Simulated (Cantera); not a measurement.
Charge: 1 mol B2H6, 5.7 mol NH3, at 0.0100 bar.

These are equilibrium values from Cantera (NASA tables, ideal gas, pure condensed phases), not measurements of a reactor. Candidate condensed phases: B, BN; 15 gas species. The feed counts by its element totals alone. Mutual solubility and eutectic melting of coexisting phases are not modelled. The tables' values for BH2 are old estimates; treat these amounts as uncertain. The numbers say what is thermodynamically allowed, not how fast it happens.

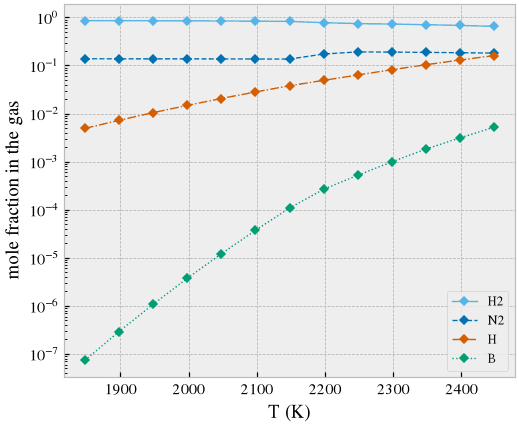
Fig. 1. Equilibrium gas composition (values under 1e-9 drawn at 1e-9)

**Question.** Read off the mole fractions at 2398 K.

**Answer.** H2 about 0.68, N2 about 0.18, H about 0.13, B about 0.0031.
